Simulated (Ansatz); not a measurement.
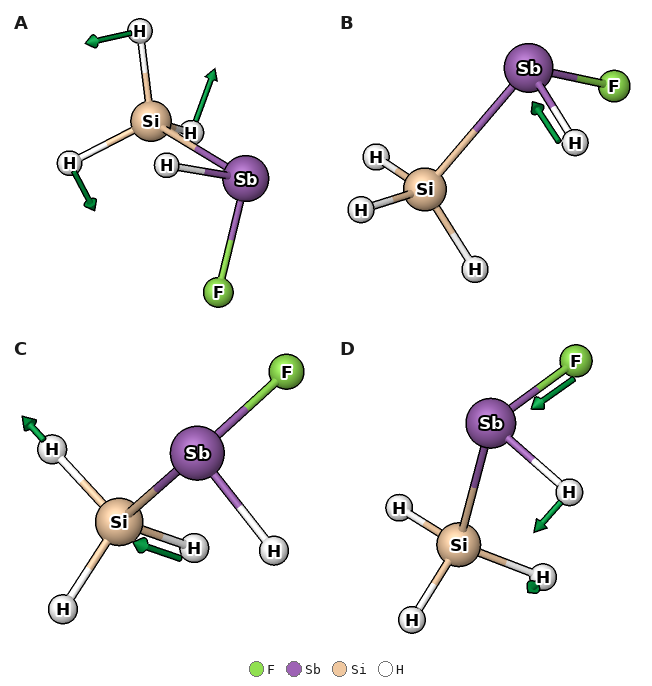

4 normal modes of one molecule or complex, as arrows. Harmonic vibrations computed with RKS PBE0-D4/def2-TZVP, core potentials on Sb (Ansatz 0.2.0) at a stationary point of the same level.

> Match the panels to the wavenumbers 95 cm⁻¹, 597 cm⁻¹, 1935 cm⁻¹, 2245 cm⁻¹.

A: 95 cm⁻¹, a torsion or out-of-plane motion in which bond lengths and bond angles hardly change
B: 1935 cm⁻¹, Sb–H stretching
C: 2245 cm⁻¹, out-of-phase stretching of 2 Si–H bonds
D: 597 cm⁻¹, Sb–F stretching
